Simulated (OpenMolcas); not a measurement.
Excited-state calculation of InH2O (part 1 of 3)

System: InH2O, multiplicity 2, SMILES [O][InH2].
Method: CASPT2/def2-TZVP (OpenMolcas 26.06).

The geometry comes from this level: GFN2-xTB.

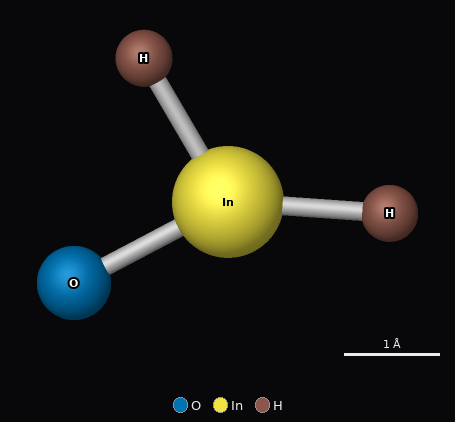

Figure 1. The input geometry (ball-and-stick view, seen on its broad side). Sticks mark near contacts.

## Input file
```
* H2InO CASPT2

&GATEWAY
  Coord
  4
  bohr
  O     -3.24362041    -0.08295898    -0.58033489
  In     0.13543667    -0.37548858     0.22149480
  H      2.48776775    -2.11906329     1.58239996
  H      0.62041598     2.57751084    -1.22355987
  Basis=def2-TZVP
  Group=NoSym
  RICD

&SEWARD

&RASSCF
  FileOrb=$CurrDir/step2.RasOrb
  Spin=2
  Nactel=5 0 0
  Inactive=13
  Ras2=5
  CIRoot=3 3 1
  OrbListing=Nothing

&CASPT2
  RMultistate=all
  IPEA=0.25
```

Run on 1 thread of Arm Neoverse V1, 24 GiB of memory available, shared host.

Run as:
```bash
export MOLCAS_MEM=1860
pymolcas step7.inp > step7.log
```

## Output
```
--- Start Module: gateway ---

                                              &GATEWAY

                       available to each process: 1.9 GB of memory, 1 thread

++    Symmetry information:
      ---------------------

                    Character Table for C1

                             E
                    a        1  x, y, xy, Rz, z, xz, Ry, yz, Rx, I
--

++    Basis set information:
      ----------------------

      Basis set label: O.DEF2-TZVP.........

      Electronic valence basis set:
      ------------------
      Associated Effective Charge   8.000000 au
      Associated Actual Charge      8.000000 au
      Nuclear Model: Point charge

      Shell  nPrim  nBasis  Cartesian Spherical Contaminant
         s      11       5        X
         p       6       3        X
         d       2       2                 X
         f       1       1                 X

      Basis set label: IN.DEF2-TZVP....ECP.....

      Electronic valence basis set:
      ------------------
      Associated Effective Charge  21.000000 au
      Associated Actual Charge     49.000000 au
      Nuclear Model: Point charge

      Shell  nPrim  nBasis  Cartesian Spherical Contaminant
         s      10       6        X
         p       9       5        X
         d       8       3                 X
         f       2       2                 X

      Pseudo Potential specification:
      =======================================

      Number of Core Electrons:  28

      Potential  nTerms
           H       2
         s-H       4
         p-H       6
         d-H       6

      Effective Core Potential specification:
      =======================================

      Basis set label: H.DEF2-TZVP.........

      Electronic valence basis set:
      ------------------
      Associated Effective Charge   1.000000 au
      Associated Actual Charge      1.000000 au
      Nuclear Model: Point charge

      Shell  nPrim  nBasis  Cartesian Spherical Contaminant
         s       5       3        X
         p       1       1        X
--

++    Molecular structure info:
      -------------------------

                    ************************************************
                    **** Cartesian Coordinates / bohr, angstrom ****
                    ************************************************

     Center  Label                x              y              z                     x              y              z
        1      O1              -3.243620      -0.082959      -0.580335             -1.716450      -0.043900      -0.307100
        2      IN2              0.135437      -0.375489       0.221495              0.071670      -0.198700       0.117210
        3      H3               2.487768      -2.119063       1.582400              1.316470      -1.121360       0.837370
        4      H4               0.620416       2.577511      -1.223560              0.328310       1.363960      -0.647480

                    ***************************************
                    *    InterNuclear Distances / bohr    *
                    ***************************************

               1 O1            2 IN2           3 H3            4 H4
    1 O1       0.000000
    2 IN2      3.485187        0.000000
    3 H3       6.455382        3.228866        0.000000
    4 H4       4.735252        3.323190        5.780850        0.000000

                    *******************************************
                    *    InterNuclear Distances / angstrom    *
                    *******************************************

               1 O1            2 IN2           3 H3            4 H4
    1 O1       0.000000
    2 IN2      1.844282        0.000000
    3 H3       3.416041        1.708642        0.000000
    4 H4       2.505788        1.758557        3.059094        0.000000
--

            Nuclear Potential Energy             64.12878444 au

--- Stop Module: gateway /rc=_RC_ALL_IS_WELL_ ---

--- Start Module: seward ---

                                              &SEWARD

                       available to each process: 1.9 GB of memory, 1 thread

               SEWARD will generate:
                  Multipole Moment integrals up to order  2
                  Kinetic Energy integrals
                  Nuclear Attraction integrals (point charge)
                  One-Electron Hamiltonian integrals modified with ECP contributions
                  Velocity integrals
                  Pseudo Potential integrals
                  Orbital angular momentum around ( -0.2497  -0.3311   0.1244 )
                  Velocity quadrupole around ( -0.2497  -0.3311   0.1244 )
                  RI decomposed two-electron repulsion integrals stored Cholesky style
                   - acCD auxiliary basis
                   - CD Threshold:   1.00E-04

                   Integrals are discarded if absolute value <: 1.00E-14
                   Integral cutoff threshold is set to       <: 1.00E-16

            Nuclear Potential Energy             64.12878444 au

      Basis set specifications :
      Symmetry species         a
      Basis functions           93

--- Stop Module: seward /rc=_RC_ALL_IS_WELL_ ---
--- Module seward spent 1 second ---

--- Start Module: rasscf ---

                                              &RASSCF

                       available to each process: 1.9 GB of memory, 1 thread

      Header of the ONEINT file:
      --------------------------

      OrdInt status: non-squared

      Cartesian coordinates in angstrom:
      -----------------------------------------------------
      No.  Label        X            Y            Z
      -----------------------------------------------------
       1   O1        -1.71645000  -0.04390000  -0.30710000
       2   IN2        0.07167000  -0.19870000   0.11721000
       3   H3         1.31647000  -1.12136000   0.83737000
       4   H4         0.32831000   1.36396000  -0.64748000
      -----------------------------------------------------
      Nuclear repulsion energy =   64.12878444

++    Wave function specifications:
      -----------------------------

      Number of closed shell electrons          26
      Number of electrons in active shells       5
      Max number of holes in RAS1 space          0
      Max nr of electrons in RAS3 space          0
      Number of inactive orbitals               13
      Number of active orbitals                  5
      Number of secondary orbitals              75
      Spin quantum number                      0.5
      State symmetry                             1
--

++    Orbital specifications:
      -----------------------

      Symmetry species                           1
                                                 a
      Frozen orbitals                            0
      Inactive orbitals                         13
      Active orbitals                            5
      RAS1 orbitals                              0
      RAS2 orbitals                              5
      RAS3 orbitals                              0
      Secondary orbitals                        75
      Deleted orbitals                           0
      Number of basis functions                 93
--

++    CI expansion specifications:
      ----------------------------

      Number of CSFs                            75
      Number of determinants                   100
      Number of root(s) required                 3
      Root chosen for geometry opt.              3
      CI roots used                              1     2     3
      weights                                0.333 0.333 0.333
      highest root included in the CI            3
      max. size of the explicit Hamiltonian     75
--

++    Optimization specifications:
      ----------------------------

      RASSCF algorithm: LK RI/DF
      Maximum number of macro iterations       200
      Maximum number of SX iterations          100
      Threshold for RASSCF energy            1.000E-08
      Threshold for max MO rotation          1.000E-01
      Threshold for max BLB element          1.000E-04
      Level shift parameter                  5.000E-01
      Make Quasi-Newton update
--

      The MO-coefficients are taken from the file:
      step2.RasOrb
      Title: RASSCF average (pseudo-natural) orbitals

      Total molecular charge    0.00

      ************************************************************************************************************************
      *                                            Wave function control section                                             *
      ************************************************************************************************************************

                                         RASSCF iterations: Energy and convergence statistics
                                         ----------------------------------------------------

          iter iter root      energy       change     param      element    value   shift minimum  type update hh:mm:ss
 Nr of preliminary CI iterations:   1
        1   1   21    0  -265.14647624    0.00E+00   1.77E-01*   6  15 1 -8.27E-02*  0.49   0.00    SX    NO    0:00:00
        2   1    9    0  -265.17453838   -2.81E-02*  7.72E-02    6  15 1 -3.82E-02*  0.47   0.00    SX    NO    0:00:00
        3   1    9    0  -265.18168564   -7.15E-03*  4.29E-02    6  15 1 -2.14E-02*  0.47   0.00    SX    NO    0:00:00
        4   1    8    0  -265.18439964   -2.71E-03*  3.21E-02    6  15 1 -1.30E-02*  0.47   0.00    SX    NO    0:00:00
        5   1    8    0  -265.18556433   -1.16E-03*  4.01E-02    6  15 1 -8.34E-03*  0.47   2.50    LS   YES    0:00:00
        6   1    8    0  -265.18637388   -8.10E-04*  2.36E-02    6  15 1 -2.63E-03*  0.47   1.65    LS   YES    0:00:00
        7   1    8    0  -265.18652053   -1.47E-04* -7.39E-03   16  37 1 -2.04E-03*  0.47   1.10    QN   YES    0:00:00
        8   1    8    0  -265.18658171   -6.12E-05* -9.41E-03   16  37 1 -1.07E-03*  0.47   2.35    LS   YES    0:00:00
        9   1    8    0  -265.18661149   -2.98E-05* -4.67E-03    6  73 1 -1.38E-03*  0.47   1.06    QN   YES    0:00:00
       10   1    8    0  -265.18662799   -1.65E-05* -9.43E-03    6  17 1 -4.96E-04*  0.47   1.99    QN   YES    0:00:00
       11   1    7    0  -265.18664414   -1.62E-05* -7.78E-03    6  73 1  6.54E-04*  0.47   1.37    QN   YES    0:00:00
       12   1    8    0  -265.18665211   -7.96E-06* -1.22E-02    6  73 1  5.68E-04*  0.47   2.06    QN   YES    0:00:00
       13   1    7    0  -265.18666045   -8.35E-06* -7.61E-03   15  24 1 -4.32E-04*  0.47   1.57    QN   YES    0:00:00
       14   1    7    0  -265.18666439   -3.94E-06* -3.62E-03   14  69 1 -3.50E-04*  0.47   1.58    QN   YES    0:00:00
       15   1    7    0  -265.18666620   -1.81E-06* -1.13E-03   14  69 1 -2.35E-04*  0.47   1.43    QN   YES    0:00:00
       16   1    7    0  -265.18666681   -6.06E-07* -4.84E-04   14  69 1 -9.20E-05   0.47   1.37    QN   YES    0:00:00
       17   1    6    0  -265.18666693   -1.22E-07* -1.61E-04   16  25 1  4.05E-05   0.47   1.39    QN   YES    0:00:00
       18   1    6    0  -265.18666695   -2.49E-08* -6.44E-05    6  42 1  3.40E-05   0.47   1.26    QN   YES    0:00:00
       19   1    5    0  -265.18666696   -6.73E-09  -5.50E-05    6  42 1  1.48E-05   0.47   1.22    QN   YES    0:00:00
      Convergence after 19 iterations
       20   1    5    0  -265.18666696   -1.52E-09  -5.50E-05   16  27 1 -4.34E-06   0.47   1.22    QN   YES    0:00:00

      ************************************************************************************************************************
                                                      Wave function printout:
                       occupation of active orbitals, and spin coupling of open shells (u,d: Spin up or down)
      ************************************************************************************************************************

      Note: transformation to natural orbitals
      has been made, which may change the order of the CSFs.

      printout of CI-coefficients larger than  0.05 for root  1
      energy=    -265.224649
      conf/sym  11111     Coeff  Weight
             1  22u00  -0.97369 0.94808
             2  2u200   0.16738 0.02801
            30  20u20  -0.07688 0.00591
            36  uduud   0.05773 0.00333
            41  02u02  -0.07530 0.00567
            66  uuudd  -0.06354 0.00404

      printout of CI-coefficients larger than  0.05 for root  2
      energy=    -265.184624
      conf/sym  11111     Coeff  Weight
             3  u2200  -0.99164 0.98335
            46  u0220   0.08426 0.00710
            51  0u2du  -0.08204 0.00673

      printout of CI-coefficients larger than  0.05 for root  3
      energy=    -265.150728
      conf/sym  11111     Coeff  Weight
             1  22u00  -0.16663 0.02776
             2  2u200  -0.97736 0.95523
            48  u02ud   0.07760 0.00602
            53  0u202  -0.08205 0.00673

      Natural orbitals and occupation numbers for root  1
      sym 1:   1.976533   1.976731   0.999760   0.023502   0.023475

      Natural orbitals and occupation numbers for root  2
      sym 1:   0.993603   1.977821   1.999233   0.021820   0.007523

      Natural orbitals and occupation numbers for root  3
      sym 1:   1.977705   0.993522   1.998588   0.008336   0.021849

      ************************************************************************************************************************
      *                                                    Final results                                                     *
      ************************************************************************************************************************

++    Final optimization conditions:
      ------------------------------

      Average CI energy                            -265.18666696
      RASSCF energy for state  3                   -265.15072830
      Super-CI energy                                -0.00000000
      RASSCF energy change                           -0.00000000
      Max change in MO coefficients              -1.236E-04
      Max non-diagonal density matrix element    -5.496E-05
      Maximum BLB matrix element                 -4.336E-06
      (orbital pair  16,  27 in symmetry   1)
      Norm of electronic gradient            9.338E-02
--

      Final state energy(ies):
      ------------------------

::    RASSCF root number  1 Total energy:   -265.22464857
::    RASSCF root number  2 Total energy:   -265.18462401
::    RASSCF root number  3 Total energy:   -265.15072830
      Von Neumann Entropy (Root   1) =  0.68417

      Mulliken population analysis for root number:  1
      -----------------------------------------------

++    Molecular charges:
      ------------------

      Mulliken charges per centre
      ---------------------------

                O1      IN2     H3      H4
      Total    8.4368 20.3404  1.0748  1.1479

      N-E     -0.4368  0.6596 -0.0748 -0.1479

      Total electronic charge=   31.000000

      Total            charge=   -0.000000
--

      Expectation values of various properties for root number:  1
      -----------------------------------------------------------

++    Molecular properties:
      ---------------------

      Charge (e):
                      =   -0.0000
      Dipole Moment (debye):
      Origin of the operator (angstrom)=   -0.1321   -0.1752    0.0658
                   X=  1.4897E+00               Y= -1.6797E+00               Z=  1.1609E+00           Total=  2.5275E+00
      Quadrupole Moment (debye*angstrom):
      Origin of the operator (angstrom)=   -0.1321   -0.1752    0.0658
                  XX= -3.5479E+01              XY=  9.5982E-01              XZ= -2.2168E+00              YY= -3.1468E+01
                  YZ=  2.7470E+00              ZZ= -2.8407E+01
      In traceless form (debye*angstrom)
                  XX= -5.5420E+00              XY=  1.4397E+00              XZ= -3.3252E+00              YY=  4.7516E-01
                  YZ=  4.1205E+00              ZZ=  5.0669E+00
--

      Mulliken spin population analysis for root number:  1
      ---------------------------------------------------

++    Molecular charges:
      ------------------

      Mulliken spin population per centre
      ---------------------------

                O1      IN2     H3      H4
      Total    0.9591  0.0201  0.0017  0.0191

      Total electronic spin=    1.000000
--

      Von Neumann Entropy (Root   2) =  0.61927

      Mulliken population analysis for root number:  2
      -----------------------------------------------

++    Molecular charges:
      ------------------

      Mulliken charges per centre
      ---------------------------

                O1      IN2     H3      H4
      Total    8.4547 20.3000  1.0781  1.1672

      N-E     -0.4547  0.7000 -0.0781 -0.1672

      Total electronic charge=   31.000000

      Total            charge=   -0.000000
--

      Expectation values of various properties for root number:  2
      -----------------------------------------------------------

++    Molecular properties:
      ---------------------
```
